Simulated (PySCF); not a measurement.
**C2H7B: electronic excitations**

Aim: predict the electronic excitations of C2H7B (`BCC`).

Programs: PySCF 2.14.0, with density-fitted response routines of our own. Each step states its level of theory. These are calculated values for one molecule in the gas phase, unless marked as measured. Atoms count from 0, in the outputs and in this text.

**1. Starting geometry**

10 atoms, charge 0, multiplicity 1; geometry from: GFN2-xTB.

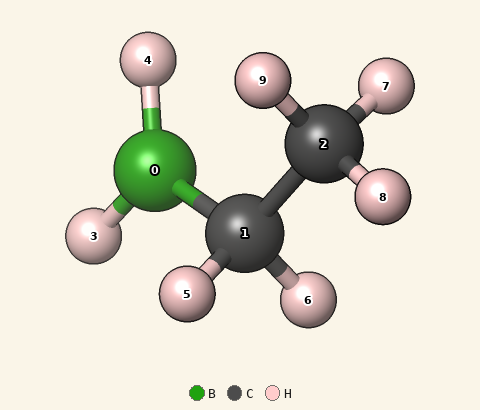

As it starts; boron green, carbon dark grey, hydrogen pink, atoms numbered.

**2. Excited states and response: wB97X-D/def2-SVPD**

What the job is given:

```
{"job": {"kind": "uv", "xc": "wB97X-D", "basis": "def2-SVPD", "nstates": 8, "ntriplets": 3}, "charge": 0, "multiplicity": 1}
B      1.444929     0.279547     0.405501
C      0.131937    -0.417507    -0.093351
C     -1.191109     0.131213     0.442218
H      2.476616    -0.122350     0.026484
H      1.411898     1.186346     1.142789
H      0.112337    -0.379447    -1.188495
H      0.190359    -1.487367     0.136064
H     -1.225202     0.053594     1.526403
H     -2.038510    -0.418302     0.034653
H     -1.304372     1.178926     0.173971
```

With the program's defaults for keys left out, this is: TDDFT wB97X-D/def2-SVPD, vertical, gas phase, core orbitals frozen in the response.

Run with:

```sh
> OMP_NUM_THREADS=1 python probes_run.py task.json out
```

The driver reads the jobs from task.json and runs them one after another.

What will the session give for the following? lowest singlet (wB97X-D/def2-SVPD); brightest single state of those computed; lowest triplet. Wanted: lowest singlet; brightest single state of those computed; lowest triplet.

**Answer**, as computed:

```
                                quantity                        value
      lowest singlet (wB97X-D/def2-SVPD)  5.89 eV (211 nm), f = 0.001
brightest single state of those computed  state 6, 9.00 eV, f = 0.045
                          lowest triplet                      5.39 eV
```

In words: The lowest singlet, at 5.89 eV, is HOMO→LUMO 0.93 and is dark; of the 8 states computed, the strongest absorption comes from state 6 at 9.00 eV. The lowest triplet lies 0.50 eV below the lowest singlet (triplets in Tamm-Dancoff, singlets in full TDDFT).
